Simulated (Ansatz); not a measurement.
# Amorphous Si20Ti4O48

The cell was made by melting and quenching with the CHGNet potential and then relaxed with DFT. O atoms were pushed apart under 1.9 Å during the dynamics, to hinder bonds among them. The hot cell started wider than the set density and was brought back towards it in steps. It is the lowest in DFT energy of 2 quenches. It is a model cell: composition and starting density were chosen by hand, and all elements were melted together. No dispersion term was used.

Methods: PBE, scalar-relativistic without spin-orbit coupling (Ansatz, an electronic-structure program); r2SCAN, scalar-relativistic without spin-orbit coupling (Ansatz); HSE06, scalar-relativistic without spin-orbit coupling (Ansatz). Geometry, pressure, stress and energy are those of the PBE run. Its sampling: a 2×2×2 Γ-centred mesh; Fermi-Dirac width 0.02 eV; no spin polarisation. Other functionals are single points at the zone centre (r2SCAN at 500 eV; exact exchange cut at the cell's faces), free to take moments where seeds were set. At PBE the levels at both edges of the gap are localised (band-tail or defect states), and the nearest spread-out levels lie 5.4 eV apart at the zone centre.

The number of atoms in the cell is 72, the density (volume relaxed, without dispersion) is 2.31 g/cm^3 and the volume per atom is 15.21 Å³. The pressure on a 2×2×2 Γ-centred mesh is 0.00 GPa. The largest force and stress component on that mesh (the relaxation ran on the zone centre alone) is 0.02 eV/Å and 0.0 GPa. The energy relative to alpha cristobalite + anatase TiO2 (lowest mix at this level among the phases computed, not always the ambient ones) comes out as 0.070 eV/atom. The gap between localised states on a 2×2×2 Γ-centred mesh (PBE) comes out as 3.91 eV, the gap between localised states at the zone centre (PBE) is 3.95 eV and the gap between localised states at the zone centre (r2SCAN) comes out as 4.35 eV. The gap between localised states at the zone centre (HSE06) is 5.71 eV.

Cut-offs for bonds: Si-Si 2.60 Å, Si-Ti 2.78 Å, Si-O 1.88 Å, Ti-Ti 3.12 Å, Ti-O 2.49 Å, O-O 1.58 Å. Two cations that share two anions don't count as bonded, nor two that share one unless they lie closer than Si-Si 2.38 Å, Si-Ti 2.71 Å, Ti-Ti 3.04 Å.

```yaml
Mean coordination of Si by anions: 4.00 (20 with 4)
Mean coordination of Ti by anions: 4.00 (4 with 4)
Mean coordination of O: 2.00 (48 with 2)
Mean Si-O bond: 1.633 Å (spread 0.012 Å, 80 counted)
Mean Ti-O bond: 1.831 Å (spread 0.032 Å, 16 counted)
```

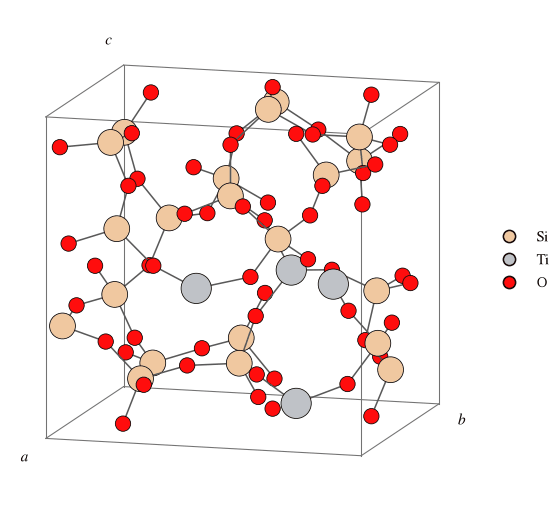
*The relaxed cell*

Its density started from a set value of 2.47 g/cm³. Cooling (nominally 470 K/ps over its main leg) ran many orders faster than in experiment, which tends to leave more defects and strain. A cell of this size samples the disorder only roughly. Volume and shape were free in the relaxation.
